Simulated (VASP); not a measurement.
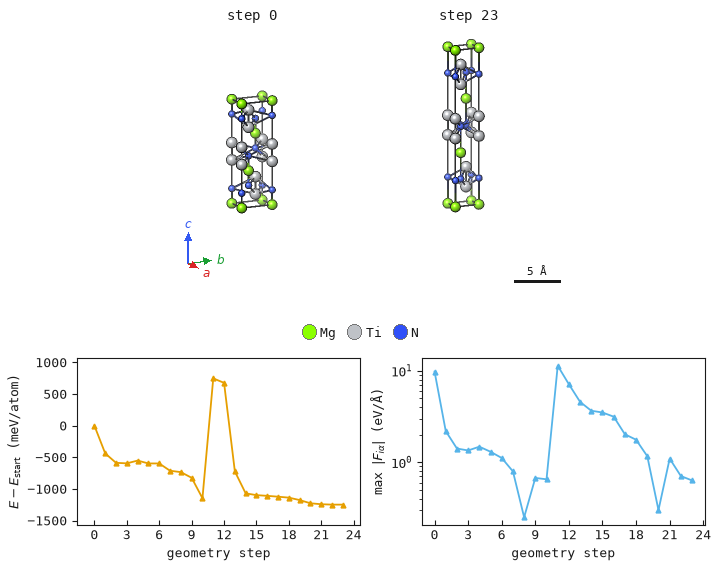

First and last geometry of a relaxation of solid MgTi2N2 (a generated structure, set up in R-3m), with the history of the run. Style: ball-and-stick. Shown: the conventional cell (3 times the calculation's cell), slightly off an axis. Lengths and directions refer to the drawn axes.

The run lets cell and atoms move.

Level of theory: Kohn-Sham DFT of a periodic cell, PBE, VASP PAW PBE potentials, recommended in VASP.

The input:
```
SYSTEM = MgTi2N2
PREC = Normal
ENCUT = 520
EDIFF = 1E-4
ISMEAR = 0
SIGMA = 0.15
LREAL = .FALSE.
LASPH = .TRUE.
NELM = 60
ALGO = Fast
ISIF = 3
LWAVE = .FALSE.
LCHARG = .FALSE.
GGA = PE
IBRION = 2
NSW = 24
EDIFFG = -0.08
```

Run as
```bash
cat potpaw_PBE.64/Mg/POTCAR potpaw_PBE.64/Ti_sv/POTCAR potpaw_PBE.64/N/POTCAR > POTCAR
mpirun -np 1 vasp_std > vasp.out
```

Read the history and describe the run.

The relaxation stopped without meeting its thresholds, so the last structure isn't shown to be converged. The energy falls by 1247 meV per atom in 23 geometry steps. Largest force component: 9.8 eV/Å at the start, 0.63 eV/Å at the end. The pressure goes from 15.45 to 0.70 GPa. The largest moves relative to the cell, 0.44 Å, are those of N atoms. Largest moves by element: N 0.44 Å, Ti 0.35 Å. Mg stays in place. The drawn cell changes as follows: a = b 4.575 → 3.527 Å (−22.9 %), c 11.399 → 17.144 Å (+50.4 %); the volume changes by −10.6 %. Among the contacts that change: Mg–N 1.622 → 2.879 Å, N–Ti 2.913 → 2.295 Å, N–Ti 2.726 → 2.316 Å, Ti–Ti 1.902 → 2.161 Å. Bond angles that change, for instance: N–Ti–N 114.1° → 99.2°, Ti–N–Ti 114.1° → 99.2°, Ti–Ti–N 75.7° → 61.6°. The space group stays R-3m (No. 166). At step 11 the optimiser overshot: the energy rose above the start, and later steps came back. The volume changes by over a tenth within one run on a fixed set of plane waves, so the end point should be relaxed again from the new cell.

| step | E − E(0), meV/atom | largest force component, eV/Å | pressure, GPa | volume, Å³/atom |
| --- | --- | --- | --- | --- |
| 0 | 0.00 | 9.8163 | 15.45 | 13.772 |
| 1 | -437.76 | 2.1917 | -17.06 | 16.098 |
| 2 | -586.39 | 1.4127 | -11.11 | 14.930 |
| 3 | -594.59 | 1.3470 | -11.37 | 14.896 |
| 4 | -551.03 | 1.4810 | -4.56 | 14.350 |
| 5 | -596.25 | 1.3034 | -10.70 | 14.814 |
| 6 | -596.28 | 1.1141 | -9.94 | 14.750 |
| 7 | -711.44 | 0.7951 | -2.17 | 13.185 |
| 8 | -733.14 | 0.2504 | 4.52 | 12.387 |
| 9 | -822.89 | 0.6739 | 5.07 | 12.240 |
| 10 | -1145.07 | 0.6515 | 13.11 | 11.461 |
| 11 | 748.07 | 11.3710 | 135.12 | 8.778 |
| 12 | 677.38 | 7.1286 | 25.77 | 11.243 |
| 13 | -722.21 | 4.5750 | 57.91 | 10.125 |
| 14 | -1068.60 | 3.6598 | 34.46 | 10.769 |
| 15 | -1096.81 | 3.5044 | 31.13 | 10.895 |
| 16 | -1108.09 | 3.1537 | 30.13 | 10.932 |
| 17 | -1121.49 | 2.0240 | 26.94 | 11.033 |
| 18 | -1136.56 | 1.7646 | 25.12 | 11.105 |
| 19 | -1174.92 | 1.1654 | 19.77 | 11.323 |
| 20 | -1225.65 | 0.2999 | 10.30 | 11.764 |
| 21 | -1240.53 | 1.0963 | -3.56 | 12.669 |
| 22 | -1246.81 | 0.7069 | -0.28 | 12.376 |
| 23 | -1246.92 | 0.6327 | 0.70 | 12.316 |
